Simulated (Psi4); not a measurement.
**Molecular dynamics of B2NH6 (charge −1) (part 2 of 2)**

The same run, continued: B2NH6, charge −1; BP86/6-31G*, RKS (Psi4 1.11). The geometry comes from this level: GFN2-xTB.

Geometry of the input (Å):
```
B  -1.0960  0.6604  -0.7374
N  0.1025  0.4687  -0.1243
B  0.7385  -0.7443  0.6096
H  -1.3646  1.7167  -1.2509
H  -1.9114  -0.1992  -0.7829
H  0.7568  1.2409  -0.1265
H  1.7562  -1.0814  0.0026
H  -0.0408  -1.6713  0.6660
H  1.0588  -0.3906  1.7438
```

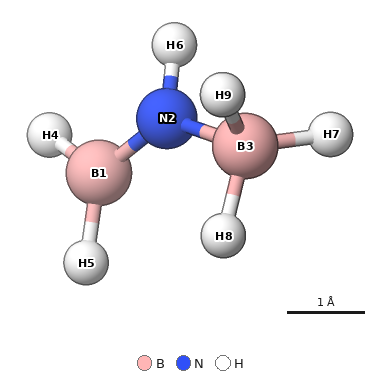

**Figure 1.** The geometry at step 14 of the log (ball-and-stick view, seen at a tilt; atoms are numbered from 1 in the order of the input).

## Trajectory as extended XYZ, continued
```
9
Properties=species:S:1:pos:R:3:forces:R:3 step=3 energy=-2941.73736
B    -1.0964    0.6588   -0.7358   -0.3539   0.3456  -0.3024
N     0.0998    0.4691   -0.1188    0.2884  -0.9449   0.4207
B     0.7474   -0.7446    0.6073   -0.1960   0.1931  -0.1119
H    -1.3676    1.7001   -1.2498   -0.1289   0.8350  -0.3728
H    -1.9081   -0.1913   -0.7981   -0.6718  -0.8363   0.0391
H     0.7425    1.2332   -0.1377    0.6615   1.1073  -0.0911
H     1.7455   -1.0781   -0.0164    0.4945  -0.1813  -0.1307
H    -0.0588   -1.6406    0.6455   -0.3687  -0.5864   0.0510
H     1.0447   -0.3928    1.7396    0.2761   0.0675   0.4993
9
Properties=species:S:1:pos:R:3:forces:R:3 step=4 energy=-2941.72052
B    -1.0966    0.6583   -0.7353   -0.3263   0.2985  -0.2825
N     0.0990    0.4692   -0.1169    0.2140  -1.0148   0.3994
B     0.7504   -0.7447    0.6065   -0.3015   0.2277  -0.1454
H    -1.3687    1.6954   -1.2498   -0.1338   0.9126  -0.4015
H    -1.9077   -0.1897   -0.8031   -0.6983  -0.8783   0.0495
H     0.7384    1.2319   -0.1415    0.7602   1.2258  -0.0862
H     1.7425   -1.0773   -0.0228    0.5334  -0.1970  -0.1291
H    -0.0652   -1.6311    0.6387   -0.3575  -0.6370   0.0672
H     1.0404   -0.3934    1.7387    0.3111   0.0621   0.5298
9
Properties=species:S:1:pos:R:3:forces:R:3 step=5 energy=-2941.70509
B    -1.0968    0.6579   -0.7348   -0.3103   0.2499  -0.2670
N     0.0981    0.4692   -0.1150    0.1635  -1.0521   0.3769
B     0.7533   -0.7447    0.6057   -0.4053   0.2533  -0.1744
H    -1.3699    1.6913   -1.2501   -0.1363   0.9780  -0.4246
H    -1.9078   -0.1885   -0.8081   -0.7127  -0.9068   0.0603
H     0.7347    1.2313   -0.1454    0.8318   1.3116  -0.0813
H     1.7399   -1.0765   -0.0294    0.5657  -0.2106  -0.1244
H    -0.0719   -1.6219    0.6319   -0.3384  -0.6783   0.0828
H     1.0362   -0.3940    1.7382    0.3435   0.0544   0.5532
9
Properties=species:S:1:pos:R:3:forces:R:3 step=6 energy=-2941.69187
B    -1.0970    0.6574   -0.7343   -0.3068   0.2007  -0.2571
N     0.0973    0.4691   -0.1130    0.1403  -1.0527   0.3524
B     0.7563   -0.7448    0.6049   -0.5072   0.2701  -0.1991
H    -1.3712    1.6878   -1.2506   -0.1361   1.0295  -0.4414
H    -1.9083   -0.1880   -0.8131   -0.7146  -0.9211   0.0716
H     0.7316    1.2315   -0.1493    0.8729   1.3605  -0.0758
H     1.7375   -1.0759   -0.0360    0.5910  -0.2218  -0.1162
H    -0.0787   -1.6131    0.6252   -0.3112  -0.7103   0.0981
H     1.0322   -0.3946    1.7380    0.3731   0.0445   0.5689
9
Properties=species:S:1:pos:R:3:forces:R:3 step=7 energy=-2941.68141
B    -1.0972    0.6570   -0.7339   -0.3163   0.1521  -0.2536
N     0.0965    0.4690   -0.1111    0.1463  -1.0145   0.3252
B     0.7592   -0.7448    0.6040   -0.6067   0.2782  -0.2193
H    -1.3726    1.6849   -1.2514   -0.1331   1.0662  -0.4513
H    -1.9093   -0.1879   -0.8180   -0.7038  -0.9212   0.0836
H     0.7290    1.2325   -0.1533    0.8817   1.3700  -0.0687
H     1.7356   -1.0754   -0.0427    0.6089  -0.2305  -0.1042
H    -0.0858   -1.6048    0.6186   -0.2757  -0.7332   0.1131
H     1.0284   -0.3952    1.7382    0.3999   0.0321   0.5767
9
Properties=species:S:1:pos:R:3:forces:R:3 step=8 energy=-2941.67392
B    -1.0975    0.6565   -0.7334   -0.3387   0.1052  -0.2571
N     0.0957    0.4689   -0.1092    0.1815  -0.9374   0.2947
B     0.7620   -0.7448    0.6032   -0.7033   0.2782  -0.2353
H    -1.3741    1.6827   -1.2524   -0.1269   1.0873  -0.4538
H    -1.9106   -0.1884   -0.8229   -0.6806  -0.9072   0.0964
H     0.7269    1.2343   -0.1573    0.8583   1.3397  -0.0591
H     1.7339   -1.0750   -0.0494    0.6194  -0.2366  -0.0883
H    -0.0930   -1.5969    0.6120   -0.2322  -0.7473   0.1279
H     1.0249   -0.3957    1.7387    0.4239   0.0175   0.5762
9
Properties=species:S:1:pos:R:3:forces:R:3 step=9 energy=-2941.66927
B    -1.0977    0.6561   -0.7330   -0.3734   0.0611  -0.2678
N     0.0949    0.4687   -0.1072    0.2441  -0.8230   0.2601
B     0.7648   -0.7448    0.6024   -0.7966   0.2707  -0.2472
H    -1.3756    1.6811   -1.2538   -0.1176   1.0922  -0.4488
H    -1.9124   -0.1895   -0.8277   -0.6456  -0.8799   0.1102
H     0.7253    1.2369   -0.1614    0.8043   1.2710  -0.0465
H     1.7327   -1.0748   -0.0562    0.6223  -0.2401  -0.0683
H    -0.1003   -1.5894    0.6055   -0.1812  -0.7534   0.1426
H     1.0217   -0.3962    1.7395    0.4450   0.0007   0.5674
9
Properties=species:S:1:pos:R:3:forces:R:3 step=10 energy=-2941.66700
B    -1.0980    0.6557   -0.7326   -0.4195   0.0206  -0.2858
N     0.0941    0.4685   -0.1052    0.3308  -0.6753   0.2211
B     0.7676   -0.7448    0.6015   -0.8861   0.2565  -0.2554
H    -1.3772    1.6801   -1.2554   -0.1051   1.0811  -0.4361
H    -1.9145   -0.1911   -0.8324   -0.5997  -0.8399   0.1249
H     0.7242    1.2403   -0.1655    0.7229   1.1676  -0.0304
H     1.7318   -1.0747   -0.0631    0.6178  -0.2408  -0.0442
H    -0.1078   -1.5824    0.5991   -0.1233  -0.7522   0.1573
H     1.0187   -0.3967    1.7407    0.4633  -0.0183   0.5504
9
Properties=species:S:1:pos:R:3:forces:R:3 step=11 energy=-2941.66643
B    -1.0983    0.6552   -0.7322   -0.4754  -0.0155  -0.3110
N     0.0933    0.4683   -0.1032    0.4369  -0.4992   0.1775
B     0.7703   -0.7448    0.6006   -0.9713   0.2365  -0.2601
H    -1.3789    1.6798   -1.2572   -0.0897   1.0544  -0.4159
H    -1.9170   -0.1931   -0.8371   -0.5440  -0.7886   0.1406
H     0.7235    1.2444   -0.1696    0.6187   1.0343  -0.0104
H     1.7313   -1.0748   -0.0699    0.6062  -0.2389  -0.0162
H    -0.1153   -1.5759    0.5927   -0.0593  -0.7446   0.1719
H     1.0159   -0.3973    1.7422    0.4789  -0.0391   0.5254
9
Properties=species:S:1:pos:R:3:forces:R:3 step=12 energy=-2941.66672
B    -1.0986    0.6548   -0.7318   -0.5395  -0.0466  -0.3426
N     0.0925    0.4680   -0.1012    0.5572  -0.3010   0.1293
B     0.7730   -0.7448    0.5997   -1.0518   0.2116  -0.2617
H    -1.3806    1.6802   -1.2593   -0.0714   1.0128  -0.3886
H    -1.9199   -0.1957   -0.8417   -0.4799  -0.7273   0.1570
H     0.7232    1.2491   -0.1737    0.4968   0.8773   0.0133
H     1.7312   -1.0750   -0.0768    0.5877  -0.2344   0.0155
H    -0.1229   -1.5698    0.5865    0.0099  -0.7315   0.1866
H     1.0135   -0.3978    1.7440    0.4919  -0.0616   0.4929
9
Properties=species:S:1:pos:R:3:forces:R:3 step=13 energy=-2941.66698
B    -1.0990    0.6544   -0.7315   -0.6098  -0.0723  -0.3799
N     0.0918    0.4678   -0.0992    0.6857  -0.0874   0.0767
B     0.7756   -0.7447    0.5988   -1.1272   0.1828  -0.2605
H    -1.3824    1.6811   -1.2617   -0.0506   0.9576  -0.3548
H    -1.9230   -0.1987   -0.8462   -0.4089  -0.6576   0.1742
H     0.7232    1.2543   -0.1778    0.3629   0.7030   0.0405
H     1.7314   -1.0754   -0.0837    0.5631  -0.2274   0.0508
H    -0.1305   -1.5641    0.5804    0.0832  -0.7137   0.2014
H     1.0114   -0.3984    1.7461    0.5026  -0.0856   0.4536
9
Properties=species:S:1:pos:R:3:forces:R:3 step=14 energy=-2941.66637
B    -1.0994    0.6540   -0.7312   -0.6840  -0.0927  -0.4220
N     0.0911    0.4675   -0.0972    0.8167   0.1349   0.0200
B     0.7782   -0.7447    0.5979   -1.1970   0.1510  -0.2568
H    -1.3842    1.6826   -1.2642   -0.0277   0.8901  -0.3151
H    -1.9264   -0.2021   -0.8506   -0.3326  -0.5810   0.1920
H     0.7234    1.2599   -0.1819    0.2225   0.5183   0.0707
H     1.7320   -1.0759   -0.0905    0.5327  -0.2181   0.0891
H    -0.1380   -1.5588    0.5744    0.1594  -0.6924   0.2161
H     1.0095   -0.3990    1.7485    0.5109  -0.1106   0.4079
9
Properties=species:S:1:pos:R:3:forces:R:3 step=15 energy=-2941.66416
B    -1.0998    0.6535   -0.7308   -0.7602  -0.1077  -0.4677
N     0.0904    0.4672   -0.0952    0.9451   0.3595  -0.0400
B     0.7807   -0.7446    0.5970   -1.2612   0.1171  -0.2510
H    -1.3860    1.6846   -1.2669   -0.0032   0.8121  -0.2704
H    -1.9299   -0.2058   -0.8548   -0.2525  -0.4993   0.2101
H     0.7238    1.2659   -0.1859    0.0807   0.3293   0.1033
H     1.7328   -1.0765   -0.0973    0.4973  -0.2068   0.1301
H    -0.1454   -1.5540    0.5686    0.2376  -0.6684   0.2309
H     1.0080   -0.3998    1.7511    0.5171  -0.1364   0.3567
9
Properties=species:S:1:pos:R:3:forces:R:3 step=16 energy=-2941.65983
B    -1.1003    0.6531   -0.7306   -0.8360  -0.1177  -0.5157
N     0.0898    0.4670   -0.0932    1.0660   0.5809  -0.1028
B     0.7831   -0.7445    0.5960   -1.3194   0.0818  -0.2435
H    -1.3878    1.6872   -1.2698    0.0226   0.7254  -0.2216
H    -1.9336   -0.2098   -0.8590   -0.1703  -0.4139   0.2283
H     0.7242    1.2720   -0.1899   -0.0578   0.1417   0.1377
H     1.7340   -1.0772   -0.1040    0.4577  -0.1935   0.1731
H    -0.1526   -1.5496    0.5628    0.3165  -0.6424   0.2455
H     1.0068   -0.4005    1.7540    0.5213  -0.1626   0.3009
9
Properties=species:S:1:pos:R:3:forces:R:3 step=17 energy=-2941.65305
B    -1.1008    0.6526   -0.7303   -0.9095  -0.1231  -0.5647
N     0.0892    0.4667   -0.0912    1.1758   0.7943  -0.1678
B     0.7854   -0.7444    0.5951   -1.3717   0.0458  -0.2345
H    -1.3896    1.6901   -1.2729    0.0492   0.6318  -0.1696
H    -1.9374   -0.2141   -0.8630   -0.0873  -0.3266   0.2464
H     0.7246    1.2783   -0.1938   -0.1895  -0.0397   0.1731
H     1.7354   -1.0781   -0.1106    0.4146  -0.1787   0.2178
H    -0.1597   -1.5455    0.5573    0.3952  -0.6154   0.2600
H     1.0059   -0.4014    1.7570    0.5237  -0.1888   0.2414
9
Properties=species:S:1:pos:R:3:forces:R:3 step=18 energy=-2941.64371
B    -1.1014    0.6522   -0.7301   -0.9787  -0.1245  -0.6135
N     0.0886    0.4665   -0.0892    1.2713   0.9959  -0.2344
B     0.7877   -0.7444    0.5941   -1.4179   0.0097  -0.2243
H    -1.3914    1.6935   -1.2760    0.0760   0.5333  -0.1154
H    -1.9413   -0.2186   -0.8669   -0.0049  -0.2385   0.2642
H     0.7248    1.2845   -0.1976   -0.3111  -0.2110   0.2087
H     1.7371   -1.0791   -0.1171    0.3687  -0.1624   0.2634
H    -0.1666   -1.5418    0.5519    0.4727  -0.5879   0.2743
H     1.0053   -0.4024    1.7602    0.5245  -0.2148   0.1790
9
Properties=species:S:1:pos:R:3:forces:R:3 step=19 energy=-2941.63190
B    -1.1020    0.6517   -0.7299   -1.0420  -0.1226  -0.6608
N     0.0882    0.4664   -0.0873    1.3504   1.1828  -0.3018
B     0.7899   -0.7443    0.5931   -1.4581  -0.0261  -0.2132
H    -1.3931    1.6971   -1.2792    0.1027   0.4316  -0.0599
H    -1.9452   -0.2232   -0.8706    0.0756  -0.1512   0.2814
H     0.7249    1.2906   -0.2012   -0.4208  -0.3691   0.2439
H     1.7390   -1.0801   -0.1234    0.3209  -0.1450   0.3095
H    -0.1731   -1.5385    0.5466    0.5482  -0.5606   0.2882
H     1.0050   -0.4036    1.7634    0.5237  -0.2402   0.1148
9
Properties=species:S:1:pos:R:3:forces:R:3 step=20 energy=-2941.61792
B    -1.1027    0.6512   -0.7297   -1.0979  -0.1180  -0.7055
N     0.0877    0.4663   -0.0853    1.4116   1.3531  -0.3695
B     0.7920   -0.7442    0.5921   -1.4925  -0.0610  -0.2013
H    -1.3948    1.7010   -1.2825    0.1286   0.3285  -0.0041
H    -1.9490   -0.2279   -0.8741    0.1533  -0.0656   0.2979
H     0.7247    1.2964   -0.2047   -0.5167  -0.5120   0.2782
H     1.7411   -1.0813   -0.1295    0.2719  -0.1267   0.3553
H    -0.1794   -1.5355    0.5415    0.6207  -0.5339   0.3018
H     1.0050   -0.4048    1.7668    0.5215  -0.2646   0.0494
9
Properties=species:S:1:pos:R:3:forces:R:3 step=21 energy=-2941.60216
B    -1.1034    0.6508   -0.7296   -1.1453  -0.1114  -0.7464
N     0.0874    0.4663   -0.0833    1.4540   1.5051  -0.4372
B     0.7940   -0.7441    0.5911   -1.5212  -0.0950  -0.1889
H    -1.3964    1.7051   -1.2857    0.1537   0.2256   0.0512
H    -1.9527   -0.2326   -0.8775    0.2273   0.0173   0.3134
H     0.7242    1.3020   -0.2081   -0.5981  -0.6380   0.3109
H     1.7434   -1.0825   -0.1354    0.2223  -0.1078   0.4005
H    -0.1852   -1.5328    0.5366    0.6897  -0.5082   0.3148
H     1.0054   -0.4063    1.7701    0.5181  -0.2878  -0.0161
9
Properties=species:S:1:pos:R:3:forces:R:3 step=22 energy=-2941.58516
B    -1.1042    0.6503   -0.7295   -1.1831  -0.1034  -0.7828
N     0.0871    0.4663   -0.0814    1.4772   1.6382  -0.5042
B     0.7960   -0.7440    0.5901   -1.5444  -0.1276  -0.1762
H    -1.3979    1.7094   -1.2889    0.1773   0.1243   0.1053
H    -1.9563   -0.2374   -0.8806    0.2967   0.0965   0.3279
H     0.7234    1.3072   -0.2112   -0.6643  -0.7462   0.3417
H     1.7458   -1.0838   -0.1411    0.1729  -0.0884   0.4443
H    -0.1907   -1.5305    0.5319    0.7547  -0.4839   0.3273
H     1.0060   -0.4079    1.7735    0.5135  -0.3095  -0.0810
9
Properties=species:S:1:pos:R:3:forces:R:3 step=23 energy=-2941.56750
B    -1.1051    0.6498   -0.7295   -1.2106  -0.0946  -0.8138
N     0.0869    0.4664   -0.0795    1.4811   1.7517  -0.5702
B     0.7978   -0.7440    0.5891   -1.5624  -0.1589  -0.1631
H    -1.3993    1.7137   -1.2921    0.1993   0.0257   0.1575
H    -1.9597   -0.2420   -0.8836    0.3611   0.1715   0.3410
H     0.7221    1.3119   -0.2142   -0.7152  -0.8358   0.3701
H     1.7483   -1.0851   -0.1465    0.1243  -0.0689   0.4864
H    -0.1957   -1.5284    0.5274    0.8150  -0.4613   0.3391
H     1.0070   -0.4097    1.7768    0.5078  -0.3295  -0.1446
9
Properties=species:S:1:pos:R:3:forces:R:3 step=24 energy=-2941.54981
B    -1.1060    0.6493   -0.7295   -1.2274  -0.0856  -0.8390
N     0.0867    0.4665   -0.0776    1.4660   1.8456  -0.6349
B     0.7996   -0.7439    0.5880   -1.5754  -0.1887  -0.1500
H    -1.4005    1.7180   -1.2951    0.2195  -0.0689   0.2073
H    -1.9629   -0.2466   -0.8864    0.4199   0.2416   0.3528
H     0.7205    1.3161   -0.2169   -0.7507  -0.9067   0.3959
H     1.7509   -1.0865   -0.1516    0.0770  -0.0493   0.5262
H    -0.2002   -1.5266    0.5231    0.8704  -0.4405   0.3502
H     1.0083   -0.4116    1.7801    0.5012  -0.3476  -0.2062
9
Properties=species:S:1:pos:R:3:forces:R:3 step=25 energy=-2941.53271
B    -1.1070    0.6488   -0.7296   -1.2330  -0.0766  -0.8577
N     0.0866    0.4668   -0.0757    1.4322   1.9196  -0.6978
B     0.8013   -0.7439    0.5870   -1.5837  -0.2168  -0.1368
H    -1.4017    1.7223   -1.2980    0.2376  -0.1588   0.2542
H    -1.9659   -0.2510   -0.8889    0.4728   0.3064   0.3632
H     0.7183    1.3198   -0.2194   -0.7710  -0.9586   0.4187
H     1.7535   -1.0879   -0.1565    0.0314  -0.0299   0.5633
H    -0.2042   -1.5250    0.5190    0.9205  -0.4217   0.3605
H     1.0098   -0.4138    1.7832    0.4937  -0.3635  -0.2653
```

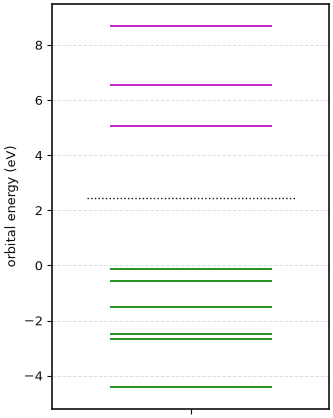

**Figure 2.** Orbital energies near the frontier; the dotted line parts filled from empty levels, and levels within 0.02 eV of each other stand side by side. Highest filled −0.13 eV, lowest empty 5.05 eV, 5.18 eV apart.

## Key numbers

| quantity | value |
| --- | --- |
| outcome | finished |
| trajectory | 26 frames kept |
| potential energy (last step) | −108.099333 hartree |
| basis functions (last step) | 57 |
| HOMO (last step) | −0.13 eV |
| LUMO (last step) | 5.05 eV |
| wall time | 1.7 min |
| peak memory | 1.1 GiB |
